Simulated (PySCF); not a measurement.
**C$_{7}$H$_{8}$NS (doublet): density, localisation and related maps**

```xyz
17

C     2.6113   -0.3314   -0.6142
N     1.6550    0.4934    0.0732
C     0.3172    0.2615    0.1236
C    -0.5065    1.1509    0.8386
C    -1.8594    0.9549    0.9118
C    -2.4580   -0.1444    0.2724
S    -4.1472   -0.3920    0.3601
C    -1.6370   -1.0332   -0.4395
C    -0.2810   -0.8376   -0.5153
H     3.6045    0.0907   -0.4820
H     2.3920   -0.3768   -1.6852
H     2.6102   -1.3504   -0.2158
H     1.9965    1.3006    0.5675
H    -0.0530    1.9989    1.3330
H    -2.4854    1.6410    1.4615
H    -2.0939   -1.8790   -0.9307
H     0.3276   -1.5349   -1.0689
```

Geometry: GFN2-xTB.

Method: PySCF, UKS B3LYP, pcH-1 on C H N S, non-relativistic, mean-field spin-orbit, GIAO.

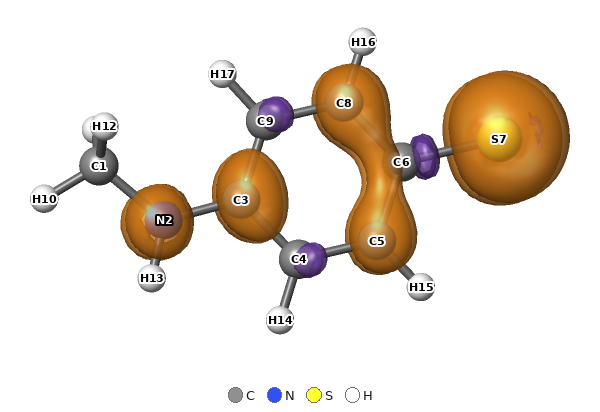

Figure 1. Isosurfaces of the spin density at +0.015 (orange) and −0.015 e/Å³ (purple), seen across its widest extent.

Which atoms carry the spin?

The unpaired spin (1 electron) lies mostly on S7 (about 0.6), N2 (about 0.1), C3 (about 0.1) and C8 (about 0.1), in electrons by Hirshfeld's partition.

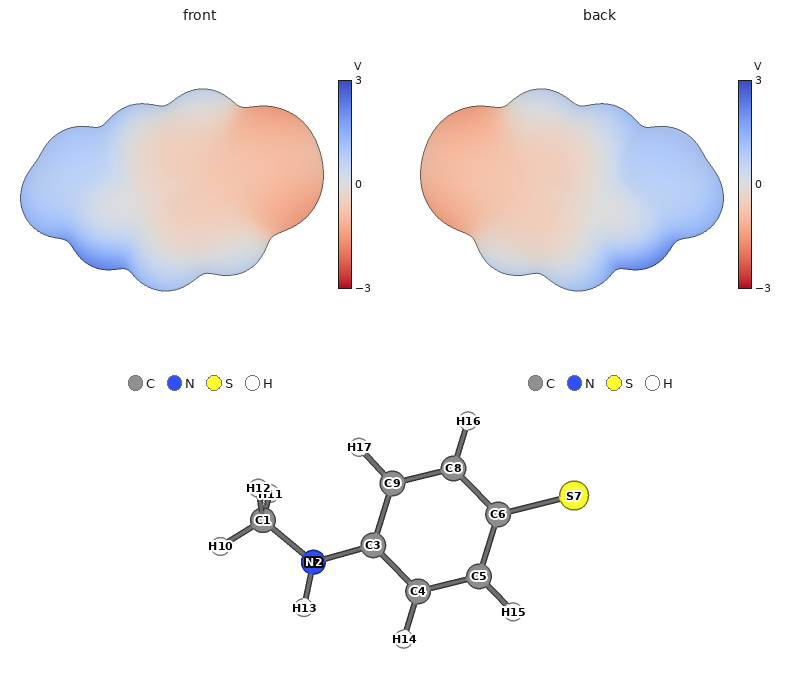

Figure 2. The molecular electrostatic potential painted on the density surface at 0.001 e/bohr³, seen from the front and from behind; the colour scale runs from red (negative) to blue (positive). The bare structure is drawn below in the same view.

Describe the electrostatic potential map.

The most negative region (about −1.4 V) lies over S7, the most positive (about +2.1 V) over H13.

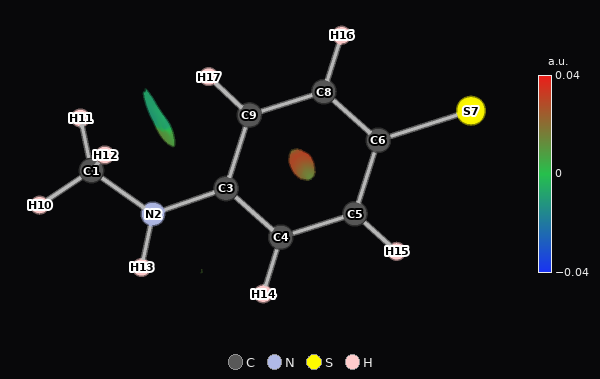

Figure 3. Non-covalent interaction (NCI) plot: the surface where the reduced density gradient is 0.6, for densities under 0.05 a.u., coloured by sign(λ₂)ρ; seen at a tilt.

Which non-covalent interactions does the plot reveal?

Between H17 and C9 on one side and C1 and H12 on the other: a weak contact, attractive (blue-green) on one side and crowded (olive to red) on the other; inside the ring or cage of C3, C4, C5, C6, C8 and C9: steric crowding (red).
